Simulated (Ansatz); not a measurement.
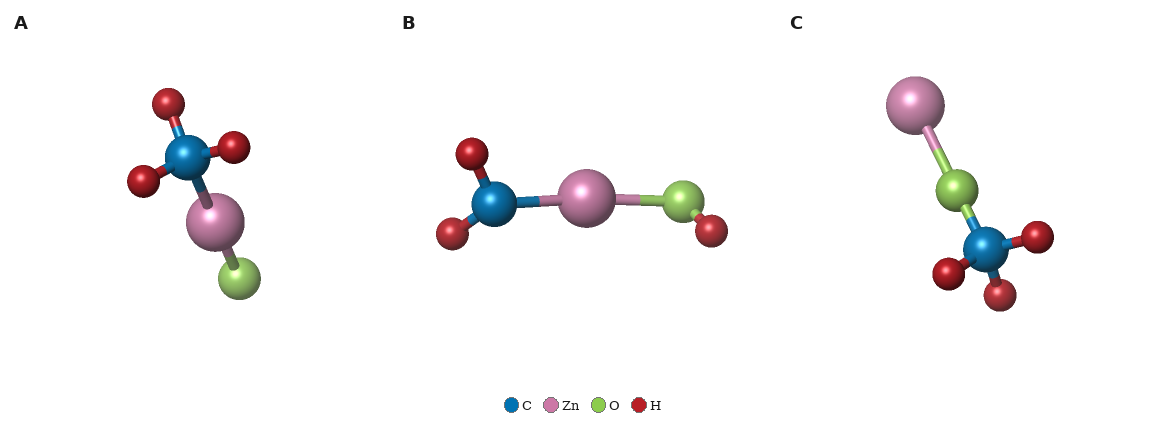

3 stationary structures of one formula. Charge −1, singlet. Geometries: PBE0-D4/def2-TZVPD. Electronic energies: RHF-CCSD(T) (frozen core) with 3s3p of Cu, Zn/def2-TZVPPD (Ansatz 0.2.0), without zero-point energy. No frequency run is at hand to confirm each as a minimum.

### Rank them by energy, lowest first.

C is lowest; A lies 14.8 kJ/mol above it, B lies 62.8 kJ/mol above it.
